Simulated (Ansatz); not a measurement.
**Run report: SiH₃Cl₂O, molecular dynamics (part 4 of 4)**

SiH₃Cl₂O, multiplicity 2; UKS BHLYP-D4/def2-SVP (Ansatz 0.2.0). The run did not end well. It belongs to a series of runs on one base structure; here: dynamics from the highest image of the converged band.

Geometry of the input (Å):
```
Si -0.0224  0.0697  0.1449
H  0.0219  0.3654  1.6754
Cl 1.9080  0.0356  -0.5285
Cl -1.0936  1.5337  -0.8182
H  -0.6587  -1.2276  -0.1222
O  0.2836  -0.3983  2.8252
H  -0.6354  -0.6328  3.0056
```

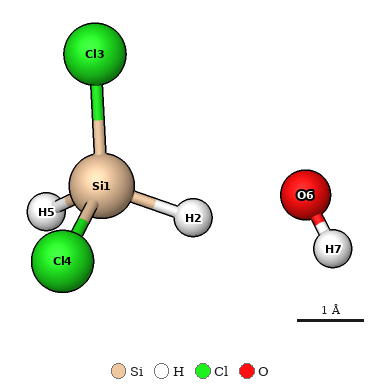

Figure 1. The geometry at step 125 of the log (ball-and-stick view, seen at a tilt; atoms are numbered from 1 in the order of the input).

Trajectory as extended XYZ, continued:
```
7
Properties=species:S:1:pos:R:3:forces:R:3 step=100 time_fs=50.0 energy=-35005.98871 temperature=362.3
Si   -0.0376    0.0385    0.0029    0.0849   0.4490   0.0455
H     0.0684    0.2283    1.4785   -0.4062  -0.0108  -0.4678
Cl    1.9429    0.0438   -0.5517   -0.1712   0.0211  -0.2305
Cl   -1.1307    1.5841   -0.8623    0.3875  -0.2226   0.2705
H    -0.7138   -1.1634   -0.4979    0.1242  -0.1606   0.2317
O     0.3108   -0.5027    3.2296   -1.0954   0.4437   0.4009
H    -0.5591   -0.0974    3.4856    1.0762  -0.5199  -0.2503
7
Properties=species:S:1:pos:R:3:forces:R:3 step=102 time_fs=51.0 energy=-35006.00806 temperature=391.6
Si   -0.0368    0.0384   -0.0002    0.1704   0.8070   0.1402
H     0.0491    0.2315    1.4705   -0.3495  -0.0076  -0.3753
Cl    1.9426    0.0443   -0.5529   -0.1621   0.0110  -0.2203
Cl   -1.1308    1.5846   -0.8643    0.3933  -0.2035   0.2488
H    -0.7155   -1.1415   -0.4895   -0.0392  -0.5334   0.0687
O     0.3104   -0.5061    3.2407   -0.5089   0.1780   0.2396
H    -0.5390   -0.1009    3.5100    0.4961  -0.2515  -0.1016
7
Properties=species:S:1:pos:R:3:forces:R:3 step=105 time_fs=52.5 energy=-35006.00570 temperature=388.4
Si   -0.0356    0.0389   -0.0049    0.2282   1.1849   0.1228
H     0.0140    0.2361    1.4523   -0.2484   0.0168  -0.1137
Cl    1.9421    0.0452   -0.5549   -0.1485  -0.0011  -0.2000
Cl   -1.1308    1.5851   -0.8672    0.3979  -0.1757   0.2058
H    -0.7192   -1.1192   -0.4762   -0.2259  -0.9560  -0.1329
O     0.3095   -0.5112    3.2576    0.7753  -0.4447  -0.1986
H    -0.5028   -0.1092    3.5458   -0.7786   0.3759   0.3166
7
Properties=species:S:1:pos:R:3:forces:R:3 step=107 time_fs=53.5 energy=-35006.00009 temperature=380.4
Si   -0.0346    0.0396   -0.0080    0.1566   1.2202  -0.0024
H    -0.0125    0.2393    1.4384   -0.1769   0.0401   0.1017
Cl    1.9417    0.0458   -0.5562   -0.1388  -0.0063  -0.1837
Cl   -1.1307    1.5854   -0.8690    0.3979  -0.1587   0.1706
H    -0.7241   -1.1151   -0.4686   -0.2406  -1.0305  -0.1907
O     0.3094   -0.5148    3.2688    1.2158  -0.6743  -0.3918
H    -0.4860   -0.1113    3.5729   -1.2140   0.6094   0.4963
7
Properties=species:S:1:pos:R:3:forces:R:3 step=110 time_fs=55.0 energy=-35006.03198 temperature=428.7
Si   -0.0332    0.0416   -0.0126   -0.1426   0.9107  -0.2715
H    -0.0552    0.2450    1.4200   -0.0725   0.0693   0.3774
Cl    1.9411    0.0466   -0.5584   -0.1229  -0.0089  -0.1561
Cl   -1.1303    1.5858   -0.8717    0.3929  -0.1361   0.1095
H    -0.7354   -1.1270   -0.4606   -0.0615  -0.7769  -0.1445
O     0.3104   -0.5210    3.2851    0.5378  -0.3334  -0.1649
H    -0.4811   -0.1041    3.6218   -0.5312   0.2753   0.2500
7
Properties=species:S:1:pos:R:3:forces:R:3 step=113 time_fs=56.5 energy=-35006.04440 temperature=447.9
Si   -0.0318    0.0442   -0.0174   -0.5646   0.3622  -0.4376
H    -0.0994    0.2521    1.4094    0.0280   0.0708   0.4664
Cl    1.9404    0.0475   -0.5606   -0.1063  -0.0044  -0.1253
Cl   -1.1297    1.5861   -0.8743    0.3817  -0.1174   0.0422
H    -0.7478   -1.1552   -0.4555    0.2514  -0.2601  -0.0130
O     0.3121   -0.5276    3.3012   -0.6493   0.3124   0.3576
H    -0.4868   -0.0915    3.6756    0.6590  -0.3636  -0.2902
7
Properties=species:S:1:pos:R:3:forces:R:3 step=115 time_fs=57.5 energy=-35006.03281 temperature=430.6
Si   -0.0311    0.0461   -0.0208   -0.8323   0.0072  -0.4090
H    -0.1287    0.2577    1.4078    0.0973   0.0516   0.3912
Cl    1.9399    0.0480   -0.5621   -0.0955   0.0022  -0.1040
Cl   -1.1291    1.5863   -0.8760    0.3706  -0.1061  -0.0043
H    -0.7534   -1.1778   -0.4525    0.4482   0.0921   0.0693
O     0.3129   -0.5318    3.3122   -1.0487   0.5485   0.5690
H    -0.4845   -0.0865    3.7088    1.0603  -0.5957  -0.5123
7
Properties=species:S:1:pos:R:3:forces:R:3 step=118 time_fs=59.0 energy=-35006.02943 temperature=425.2
Si   -0.0306    0.0490   -0.0261   -1.1303  -0.3756  -0.1658
H    -0.1707    0.2668    1.4119    0.2084   0.0009   0.1314
Cl    1.9391    0.0489   -0.5645   -0.0801   0.0174  -0.0728
Cl   -1.1281    1.5864   -0.8786    0.3473  -0.0889  -0.0742
H    -0.7535   -1.2093   -0.4466    0.6398   0.4887   0.1387
O     0.3129   -0.5375    3.3293   -0.7991   0.4302   0.4749
H    -0.4624   -0.0895    3.7495    0.8139  -0.4727  -0.4322
7
Properties=species:S:1:pos:R:3:forces:R:3 step=120 time_fs=60.0 energy=-35006.03182 temperature=428.5
Si   -0.0308    0.0508   -0.0297   -1.2365  -0.5056   0.0730
H    -0.1964    0.2731    1.4165    0.2830  -0.0370  -0.0742
Cl    1.9385    0.0494   -0.5661   -0.0704   0.0306  -0.0536
Cl   -1.1273    1.5865   -0.8804    0.3269  -0.0763  -0.1201
H    -0.7462   -1.2250   -0.4411    0.6800   0.6283   0.1408
O     0.3123   -0.5410    3.3411   -0.1453   0.0568   0.1233
H    -0.4376   -0.0973    3.7714    0.1622  -0.0969  -0.0891
7
Properties=species:S:1:pos:R:3:forces:R:3 step=123 time_fs=61.5 energy=-35006.01573 temperature=404.3
Si   -0.0318    0.0531   -0.0351   -1.2391  -0.5110   0.4385
H    -0.2296    0.2816    1.4217    0.3811  -0.0830  -0.3244
Cl    1.9376    0.0503   -0.5685   -0.0568   0.0550  -0.0290
Cl   -1.1260    1.5866   -0.8830    0.2883  -0.0545  -0.1871
H    -0.7232   -1.2372   -0.4304    0.6071   0.6306   0.0793
O     0.3113   -0.5463    3.3588    0.9278  -0.5971  -0.5423
H    -0.4000   -0.1093    3.8041   -0.9083   0.5599   0.5649
7
Properties=species:S:1:pos:R:3:forces:R:3 step=125 time_fs=62.5 energy=-35006.01605 temperature=405.0
Si   -0.0331    0.0544   -0.0385   -1.1342  -0.3939   0.6431
H    -0.2473    0.2864    1.4216    0.4284  -0.0998  -0.4120
Cl    1.9370    0.0509   -0.5701   -0.0479   0.0742  -0.0158
Cl   -1.1250    1.5867   -0.8849    0.2571  -0.0380  -0.2304
H    -0.7004   -1.2378   -0.4222    0.4763   0.4928  -0.0006
O     0.3113   -0.5502    3.3702    1.0644  -0.6975  -0.6691
H    -0.3841   -0.1116    3.8316   -1.0441   0.6622   0.6848
7
Properties=species:S:1:pos:R:3:forces:R:3 step=128 time_fs=64.0 energy=-35006.04186 temperature=443.8
Si   -0.0356    0.0562   -0.0432   -0.8347  -0.0660   0.8447
H    -0.2661    0.2917    1.4140    0.4611  -0.0996  -0.3943
Cl    1.9360    0.0518   -0.5725   -0.0342   0.1077  -0.0009
Cl   -1.1233    1.5867   -0.8878    0.2030  -0.0115  -0.2920
H    -0.6584   -1.2307   -0.4103    0.1849   0.1018  -0.1640
O     0.3123   -0.5567    3.3867    0.2056  -0.1597  -0.1160
H    -0.3770   -0.1043    3.8840   -0.1857   0.1274   0.1226
7
Properties=species:S:1:pos:R:3:forces:R:3 step=131 time_fs=65.5 energy=-35006.02857 temperature=423.8
Si   -0.0388    0.0579   -0.0473   -0.4382   0.3294   0.8785
H    -0.2750    0.2950    1.3983    0.4420  -0.0709  -0.2016
Cl    1.9351    0.0528   -0.5750   -0.0197   0.1460   0.0090
Cl   -1.1216    1.5868   -0.8909    0.1430   0.0152  -0.3467
H    -0.6124   -1.2216   -0.4020   -0.1451  -0.3908  -0.3381
O     0.3136   -0.5635    3.4031   -0.7199   0.4676   0.5854
H    -0.3739   -0.0945    3.9387    0.7379  -0.4966  -0.5866
7
Properties=species:S:1:pos:R:3:forces:R:3 step=133 time_fs=66.5 energy=-35006.01269 temperature=399.7
Si   -0.0411    0.0592   -0.0496   -0.1868   0.5103   0.7922
H    -0.2757    0.2963    1.3851    0.4027  -0.0409   0.0001
Cl    1.9344    0.0535   -0.5766   -0.0097   0.1735   0.0131
Cl   -1.1203    1.5868   -0.8931    0.1013   0.0326  -0.3775
H    -0.5831   -1.2194   -0.4002   -0.3239  -0.6488  -0.4224
O     0.3140   -0.5677    3.4144   -0.9138   0.6168   0.7664
H    -0.3643   -0.0930    3.9692    0.9301  -0.6435  -0.7718
7
Properties=species:S:1:pos:R:3:forces:R:3 step=136 time_fs=68.0 energy=-35006.02036 temperature=411.1
Si   -0.0447    0.0614   -0.0526    0.0766   0.4696   0.5195
H    -0.2696    0.2976    1.3661    0.3185   0.0052   0.3325
Cl    1.9334    0.0547   -0.5790    0.0045   0.2148   0.0155
Cl   -1.1185    1.5869   -0.8965    0.0392   0.0580  -0.4133
H    -0.5451   -1.2281   -0.4052   -0.4526  -0.7238  -0.4443
O     0.3137   -0.5733    3.4321   -0.4898   0.3345   0.4419
H    -0.3341   -0.1016    4.0018    0.5036  -0.3582  -0.4517
7
Properties=species:S:1:pos:R:3:forces:R:3 step=138 time_fs=69.0 energy=-35006.02870 temperature=423.6
Si   -0.0471    0.0631   -0.0544    0.1605   0.2109   0.2980
H    -0.2616    0.2984    1.3569    0.2584   0.0248   0.5070
Cl    1.9328    0.0556   -0.5806    0.0123   0.2406   0.0145
Cl   -1.1172    1.5870   -0.8989   -0.0005   0.0745  -0.4294
H    -0.5250   -1.2424   -0.4139   -0.4430  -0.5287  -0.3789
O     0.3130   -0.5768    3.4443    0.1341  -0.1224  -0.1166
H    -0.3074   -0.1121    4.0176   -0.1218   0.1003   0.1055
7
Properties=species:S:1:pos:R:3:forces:R:3 step=141 time_fs=70.5 energy=-35006.01868 temperature=408.8
Si   -0.0506    0.0658   -0.0569    0.1942  -0.3670   0.0523
H    -0.2452    0.3002    1.3523    0.1823   0.0209   0.5893
Cl    1.9318    0.0570   -0.5831    0.0198   0.2733   0.0093
Cl   -1.1153    1.5871   -0.9028   -0.0552   0.0986  -0.4411
H    -0.5027   -1.2723   -0.4332   -0.3514  -0.0055  -0.1990
O     0.3123   -0.5823    3.4624    0.8732  -0.7069  -0.8683
H    -0.2712   -0.1247    4.0451   -0.8629   0.6865   0.8576
7
Properties=species:S:1:pos:R:3:forces:R:3 step=143 time_fs=71.5 energy=-35006.02104 temperature=412.3
Si   -0.0528    0.0674   -0.0585    0.1967  -0.7430   0.0107
H    -0.2319    0.3016    1.3563    0.1446  -0.0059   0.4986
Cl    1.9312    0.0580   -0.5847    0.0217   0.2899   0.0034
Cl   -1.1140    1.5872   -0.9056   -0.0873   0.1138  -0.4407
H    -0.4921   -1.2930   -0.4487   -0.2848   0.3648  -0.0626
O     0.3124   -0.5864    3.4738    0.7590  -0.6370  -0.7963
H    -0.2562   -0.1257    4.0725   -0.7499   0.6174   0.7869
7
Properties=species:S:1:pos:R:3:forces:R:3 step=146 time_fs=73.0 energy=-35006.02454 temperature=417.1
Si   -0.0560    0.0693   -0.0609    0.2228  -1.1326   0.1348
H    -0.2096    0.3035    1.3705    0.0988  -0.0691   0.1961
Cl    1.9302    0.0597   -0.5871    0.0206   0.3060  -0.0079
Cl   -1.1122    1.5875   -0.9099   -0.1274   0.1339  -0.4283
H    -0.4813   -1.3167   -0.4728   -0.2223   0.7806   0.1121
O     0.3133   -0.5932    3.4903   -0.0760   0.0427   0.0894
H    -0.2453   -0.1178    4.1257    0.0835  -0.0614  -0.0962
7
Properties=species:S:1:pos:R:3:forces:R:3 step=148 time_fs=74.0 energy=-35006.00707 temperature=390.7
Si   -0.0580    0.0702   -0.0624    0.2698  -1.2412   0.2919
H    -0.1934    0.3040    1.3827    0.0671  -0.1133  -0.0483
Cl    1.9296    0.0609   -0.5887    0.0180   0.3108  -0.0164
Cl   -1.1110    1.5877   -0.9129   -0.1479   0.1451  -0.4126
H    -0.4768   -1.3237   -0.4878   -0.2135   0.9171   0.1907
O     0.3139   -0.5978    3.5012   -0.5509   0.4623   0.6621
H    -0.2383   -0.1122    4.1613    0.5574  -0.4807  -0.6674
7
Properties=species:S:1:pos:R:3:forces:R:3 step=151 time_fs=75.5 energy=-35005.99642 temperature=374.6
Si   -0.0609    0.0706   -0.0646    0.3900  -1.1738   0.5381
H    -0.1681    0.3026    1.3996    0.0094  -0.1628  -0.3620
Cl    1.9287    0.0629   -0.5911    0.0127   0.3091  -0.0299
Cl   -1.1093    1.5881   -0.9177   -0.1685   0.1582  -0.3795
H    -0.4739   -1.3178   -0.5066   -0.2486   0.8874   0.2369
O     0.3142   -0.6041    3.5183   -0.7083   0.6316   0.9152
H    -0.2175   -0.1128    4.2023    0.7133  -0.6497  -0.9188
```

Outcome:

```json
{"quantity": "outcome", "value": "stopped at the time limit"}
{"quantity": "mean temperature over the second half", "value": "386 K"}
{"quantity": "trajectory", "value": "151 steps, 75.5 fs"}
{"quantity": "ensemble", "value": "nve"}
{"quantity": "temperature in the input", "value": "300.0 K"}
{"quantity": "time step", "value": "0.5 fs"}
{"quantity": "wall time", "value": "13 min (CPU time 25 min)"}
{"quantity": "peak memory", "value": "0.27 GiB"}
```

Diagnosis:

The run was cut off by its time limit, so the output is incomplete.
